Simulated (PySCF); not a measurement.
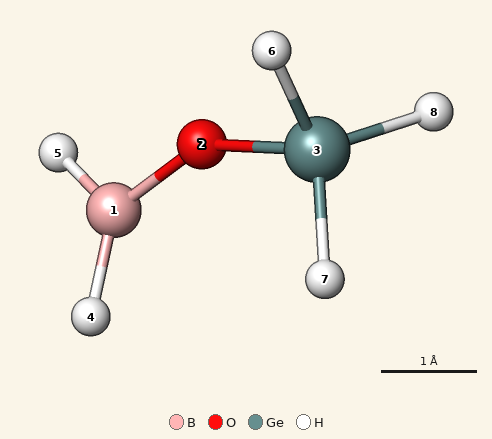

The structure as given in the input (ball-and-stick view, seen at a tilt; atoms are numbered from 1 in the order of the input). Sticks mark near contacts. Bond lengths as drawn: B–H 1.16 Å, B–O 1.36 Å, Ge–H 1.48 to 1.50 Å and Ge–O 1.75 Å.

## Geometry relaxation of GeBH5O

GeBH5O, SMILES B[O][GeH3], computed with PBE0-D3(BJ)/def2-SVP geometry optimisation, gas phase (PySCF 2.14.0).

**The program's output**
```
step   0  E = -2179.38667810  max force = 0.034770
step   1  E = -2179.39401789  max force = 0.016210
step   2  E = -2179.39489972  max force = 0.008513
step   3  E = -2179.39571833  max force = 0.005949
step   4  E = -2179.39593375  max force = 0.002161
step   5  E = -2179.39605465  max force = 0.001146
step   6  E = -2179.39606316  max force = 0.000351
optimisation converged
```

**Trajectory as extended XYZ (Å, eV, eV/Å), 7 frames, from step=0 to step=6**
```
8
Properties=species:S:1:pos:R:3:forces:R:3 step=0 energy=-59304.13219
B     1.5986   -0.3075    0.3691   -1.7879   0.9400  -0.1708
O     0.3761    0.2813    0.3689    1.6313  -0.2832   0.4442
Ge   -1.2627    0.2421   -0.2521    0.1493   0.1322  -0.2626
H     1.8508   -1.2355   -0.2882    0.1229  -1.1211  -0.7508
H     2.4055    0.2005    1.0314    1.0023   0.5163   0.8383
H    -1.4021    1.5845   -0.9050   -0.2304   0.5561  -0.3565
H    -1.4483   -0.8945   -1.2070   -0.1162  -0.6239  -0.5246
H    -2.0627    0.1099    0.9859   -0.7712  -0.1163   0.7827
8
Properties=species:S:1:pos:R:3:forces:R:3 step=1 energy=-59304.33191
B     1.6066   -0.2576    0.3057    0.3887  -0.1121   0.1184
O     0.4413    0.3667    0.4721   -0.8335   0.1458  -0.1847
Ge   -1.2509    0.2328   -0.1921    0.2852  -0.0527   0.1407
H     1.7678   -1.2211   -0.4333   -0.1630   0.1279   0.0231
H     2.5324    0.1886    0.9643    0.0158  -0.1276  -0.1221
H    -1.5045    1.5812   -0.9040    0.0343  -0.1985   0.0792
H    -1.3608   -0.9749   -1.1668    0.0834   0.2141   0.2044
H    -2.1576    0.0692    1.0564    0.1891   0.0031  -0.2591
8
Properties=species:S:1:pos:R:3:forces:R:3 step=2 energy=-59304.35591
B     1.5917   -0.2311    0.3315   -0.2702  -0.2706  -0.3683
O     0.4300    0.4085    0.5048   -0.0599   0.4378   0.3402
Ge   -1.2246    0.2297   -0.1865    0.1708  -0.0477   0.0390
H     1.5896   -1.1646   -0.4537    0.3038  -0.0989   0.0324
H     2.5832    0.1344    0.9349   -0.1346  -0.0108  -0.0212
H    -1.4995    1.5464   -0.9213   -0.0193   0.0067  -0.0133
H    -1.2504   -0.9825   -1.1322    0.0252  -0.0110  -0.0003
H    -2.1457    0.0442    1.0250   -0.0159  -0.0053  -0.0084
8
Properties=species:S:1:pos:R:3:forces:R:3 step=3 energy=-59304.37818
B     1.5661   -0.2389    0.3119   -0.0750  -0.0412  -0.0394
O     0.4217    0.4309    0.5136    0.3059   0.1178   0.1662
Ge   -1.2192    0.2400   -0.1772   -0.0475  -0.0649  -0.0905
H     1.6188   -1.1827   -0.4580   -0.0365  -0.0030  -0.0173
H     2.5489    0.1226    0.9228    0.0128   0.0163   0.0175
H    -1.5076    1.5427   -0.9222   -0.0423   0.0839  -0.0468
H    -1.2110   -0.9740   -1.1098   -0.0140  -0.1002  -0.0856
H    -2.1435    0.0441    1.0213   -0.1034  -0.0087   0.0960
8
Properties=species:S:1:pos:R:3:forces:R:3 step=4 energy=-59304.38404
B     1.5634   -0.2379    0.3106   -0.0179  -0.0549  -0.0253
O     0.4310    0.4467    0.5248    0.1111   0.0952   0.0888
Ge   -1.2124    0.2417   -0.1735   -0.0598  -0.0681  -0.0760
H     1.5960   -1.1811   -0.4619   -0.0311   0.0062  -0.0099
H     2.5555    0.1099    0.9150    0.0143   0.0103   0.0083
H    -1.5151    1.5430   -0.9266   -0.0054   0.0070   0.0044
H    -1.1939   -0.9793   -1.1085   -0.0006  -0.0009  -0.0018
H    -2.1504    0.0418    1.0225   -0.0105   0.0052   0.0115
8
Properties=species:S:1:pos:R:3:forces:R:3 step=5 energy=-59304.38733
B     1.5522   -0.2365    0.3088    0.0135  -0.0220  -0.0173
O     0.4407    0.4759    0.5431    0.0042   0.0305   0.0176
Ge   -1.2001    0.2440   -0.1680   -0.0590  -0.0335  -0.0369
H     1.5426   -1.1758   -0.4691   -0.0041  -0.0017   0.0027
H     2.5638    0.0854    0.8952    0.0073   0.0018   0.0056
H    -1.5213    1.5375   -0.9299    0.0118  -0.0092   0.0173
H    -1.1537   -0.9819   -1.0980    0.0028   0.0258   0.0215
H    -2.1501    0.0362    1.0203    0.0234   0.0083  -0.0106
8
Properties=species:S:1:pos:R:3:forces:R:3 step=6 energy=-59304.38756
B     1.5513   -0.2372    0.3063   -0.0025  -0.0150   0.0099
O     0.4424    0.4797    0.5422    0.0014   0.0099  -0.0073
Ge   -1.2001    0.2446   -0.1679   -0.0180  -0.0084  -0.0066
H     1.5349   -1.1799   -0.4673    0.0013   0.0012  -0.0030
H     2.5654    0.0821    0.8904    0.0023   0.0023  -0.0046
H    -1.5220    1.5390   -0.9265    0.0048  -0.0017   0.0069
H    -1.1519   -0.9796   -1.0974    0.0013   0.0083   0.0073
H    -2.1457    0.0361    1.0226    0.0094   0.0034  -0.0025
```

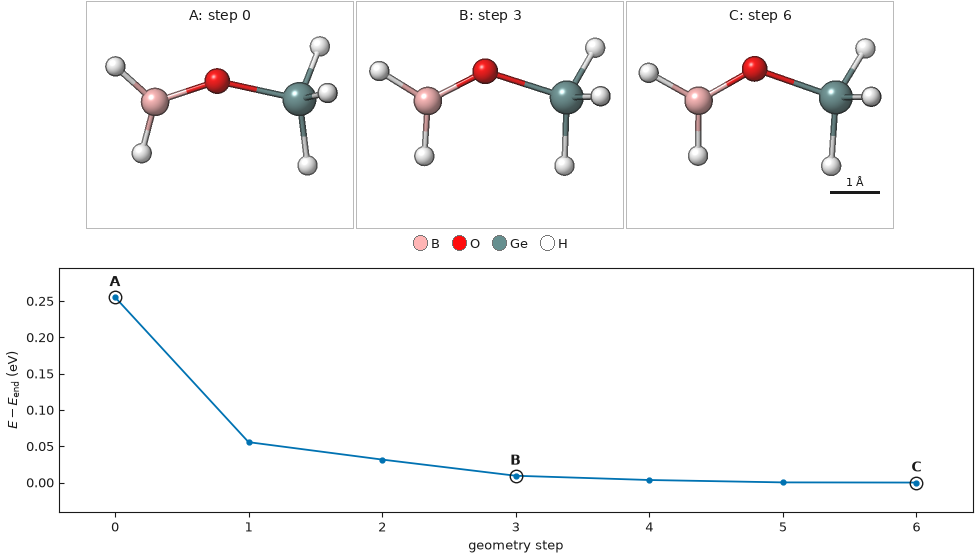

Frames of the relaxation (ball-and-stick view, seen at a tilt) above the curves, on which the letters mark them (steps are counted from 0).

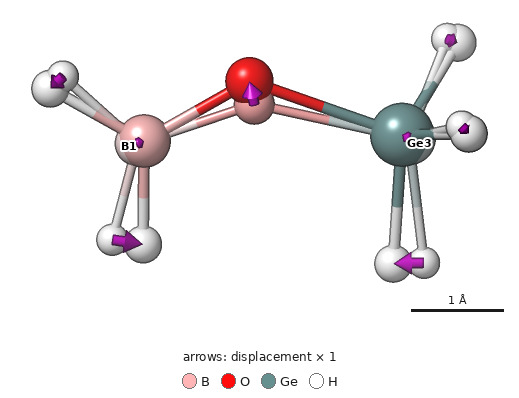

Start (faint) and end (solid) with the displacements as pink arrows, at true length (ball-and-stick view, seen at a tilt). The two geometries are laid on each other by the best rigid fit. The energy falls by 0.255 eV in 6 geometry steps. The largest force component goes from 1.8 to 0.018 eV/Å. The largest moves after the best rigid fit, 0.34 Å, are those of H4 and H7. By element the largest moves are H 0.34 Å, O 0.27 Å, Ge 0.08 Å, B 0.08 Å. Distances before and after: B1–H4 1.165 → 1.220 Å, Ge3–H8 1.480 → 1.535 Å, B1–H5 1.161 → 1.213 Å, O2–Ge3 1.753 → 1.805 Å. Among the angles that change: B1–O2–Ge3 146.4° → 127.8°, O2–Ge3–H8 102.2° → 105.9°, O2–Ge3–H6 102.8° → 106.0°. (Atoms are counted from 1 in the order of the input.)

The run was set up as follows.

**Input**
```
{"job": {"xc": "PBE0", "basis": "def2-SVP", "d3": "d3bj", "grid": 1, "maxiter": 30, "shake": 0.01, "kind": "geom"}, "charge": 0, "multiplicity": 1}
B      1.598590    -0.307520     0.369100
O      0.376100     0.281330     0.368900
Ge    -1.262660     0.242110    -0.252120
H      1.850800    -1.235480    -0.288160
H      2.405450     0.200520     1.031420
H     -1.402080     1.584540    -0.905020
H     -1.448330    -0.894520    -1.207020
H     -2.062730     0.109870     0.985910
```

The first line tells a small driver script what to run in PySCF; the rest is the geometry in Å.

Launched with:
```bash
OMP_NUM_THREADS=1 python <driver script> task.json out
```

**Key numbers**

- outcome: converged
- total energy: −2179.396063 hartree
- dipole moment: 2.19 D
- point group: C1
- hardware: 1 CPU thread, shared host
- wall time: 13 s
- peak memory: 0.36 GiB
